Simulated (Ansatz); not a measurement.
Bands of a (4,2) BN nanotube, along its axis.

The numbers are results of PBE (plane waves to 420 eV, PAW; Ansatz, a program for electronic structure), not measurements. Mesh 1×1×4. No spin polarisation. One-dimensional cell, images about 11 Å apart. An idealised model, rolled from the flat sheet. Symmetry and one short period hold its shape; lower forms weren't sought.

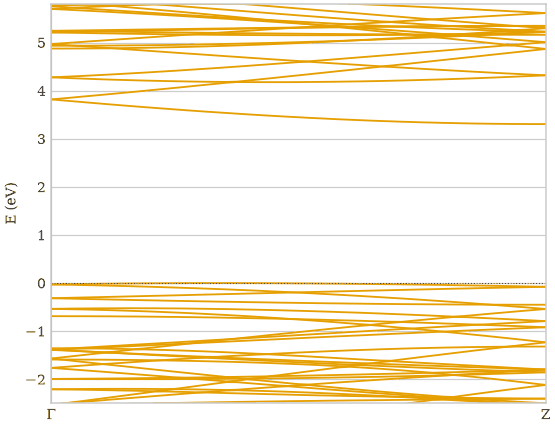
Figure. Bands from the zone centre to the zone edge (period 11.51 Å); the dotted line marks the highest filled level

Problem. Is it a metal or a semiconductor at this level? Give what the bands show.

Solution. A semiconductor in PBE.
```
Item                                                         Value
-------  ---------------------------------------------------------
PBE gap  3.31 eV, indirect, from k = 0.167 × 2π/c to the zone edge
```
